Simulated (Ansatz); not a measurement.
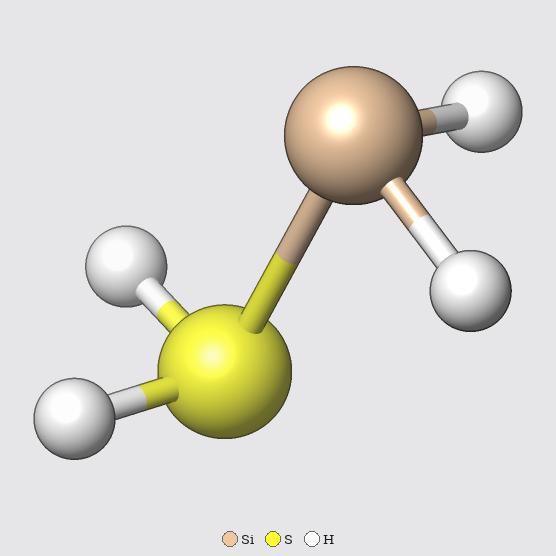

The geometry was computed by an optimisation with PBE0-D4/def2-TZVP. Level of theory: RKS PBE0-D4/def2-TZVP (Ansatz 0.2.0).

Question: Estimate the harmonic zero-point energy.

Answer: 86.2 kJ/mol.

Question: Estimate the dipole moment.

Answer: 3.75 D.
